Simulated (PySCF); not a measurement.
**SiH2Br− (SMILES [SiH2-]Br): B3LYP/STO-6G**

Aim: the vertical singlet–triplet gap of SiH2Br− at B3LYP/STO-6G, from 2 runs. The job is set up through a Python script.

Program for the calculation: PySCF 2.14.0.

6 further runs of the same task are left out: 6 set aside as unsound or not needed.

## 1. The structure to begin with

SiH2Br−: 4 atoms, total charge -1, spin state singlet. SMILES: `[SiH2-]Br`. Geometry: relaxed at GFN2-xTB.

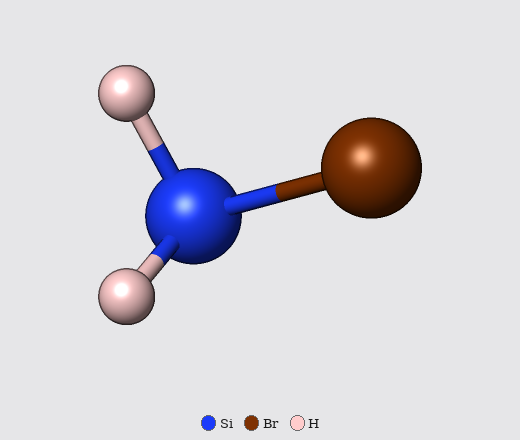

The structure, seen from a chosen angle (silicon blue, bromine brown, hydrogen pink).

## 2. The energy at B3LYP/STO-6G

job.py

```python
from pyscf import gto, dft

molecule = gto.M(
    atom='''
Si    -0.362752    -0.648195    -1.170515
Br     3.189310    -0.512796     1.721673
H     -2.286380    -1.001536     0.871901
H     -0.540178     2.162527    -1.423077
''',
    spin=0,
    charge=-1,
    verbose=3,
    unit='bohr',
    max_memory=1860,
    basis='sto-6g',
)

mf = dft.RKS(molecule, xc='b3lyp')
mf.grids.level = 5
mf.conv_tol = 1e-10
mf.kernel()
if not mf.converged:
    mf = mf.newton().run(mf.mo_coeff, mf.mo_occ)

e_tot = mf.e_tot
print('E = %.10f Eh' % e_tot)
```

Launch:

```sh
$ OMP_NUM_THREADS=1 python job.py
```

What it wrote:

```text
converged SCF energy = -2850.55984441243
E = -2850.5598444124 Eh
```

Wall time 4.2 s (1 thread of Arm Neoverse V1, shared host); peak memory 0.24 GiB.

## 3. The triplet, same level

calc.py

```python
from pyscf import gto, dft

mol = gto.Mole()
mol.atom = '''
Si  -0.191960  -0.343010  -0.619410
Br   1.687710  -0.271360   0.911070
H   -1.209900  -0.529990   0.461390
H   -0.285850   1.144360  -0.753060
'''
mol.max_memory = 1860
mol.verbose = 3
mol.charge = -1
mol.spin = 2
mol.basis = 'sto-6g'
mol.build()

ks = dft.UKS(mol, xc='b3lyp')
ks.grids.level = 5
ks.conv_tol = 1e-10
ks.kernel()
if not ks.converged:
    ks = ks.newton().run(ks.mo_coeff, ks.mo_occ)

etot = ks.e_tot
print('E(%s) = %.9f' % ('B3LYP', etot))
```

Launch:

```sh
$ OMP_NUM_THREADS=1 python calc.py
```

What it wrote:

```text
WARN: HOMO -0.0635919088624661 >= LUMO -0.262986267030028

WARN: HOMO 0.376086654603624 >= LUMO 0.243731519637669

WARN: HOMO 0.378487312678105 >= LUMO 0.264656058357686

WARN: HOMO 0.367728598852074 >= LUMO 0.258362164952264

WARN: HOMO 0.368657468998736 >= LUMO 0.260958190166899

WARN: HOMO 0.368409274768464 >= LUMO 0.260716611527898

WARN: HOMO 0.368372178869623 >= LUMO 0.260713406365713

WARN: HOMO 0.36837165011672 >= LUMO 0.260713242905599

WARN: HOMO 0.368372747933376 >= LUMO 0.260714054319132

WARN: HOMO 0.368372798789409 >= LUMO 0.260714069769316

converged SCF energy = -2850.3783935187  <S^2> = 2.0007648  2S+1 = 3.0005098
E(B3LYP) = -2850.378393519
```

Run time: 7.2 s. Hardware: 1 thread of Arm Neoverse V1, shared host; peak memory 0.24 GiB.

## 4. Outcome

Level: B3LYP/STO-6G.

| quantity | value |
| --- | --- |
| singlet: total energy | -2850.55984 Eh |
| singlet: HOMO energy | 4.96 eV |
| singlet: LUMO energy | 11.95 eV |
| singlet: HOMO–LUMO gap (to an unbound level, set by the basis) | 7.00 eV |
| triplet: total energy | -2850.37839 Eh |
| triplet: HOMO energy (highest over α and β) | 10.02 eV |
| triplet: ⟨S²⟩ | 2.001 |
| vertical energy of the triplet above the singlet | 4.938 eV |

**Reading.** At this shape the triplet lies 4.94 eV (114 kcal/mol) above the singlet. For an anion a state so high probably lies above electron detachment. In a minimal basis such a difference can be off by several eV, whatever the method. Mulliken charges (singlet) run from -0.53 on Br2 to +0.08 on Si1; they depend strongly on the basis. The HOMO (singlet) lies at positive energy, 4.96 eV; only total energies tell whether the electron is bound. The HOMO (triplet) lies at positive energy, 10.02 eV; only total energies tell whether the electron is bound.
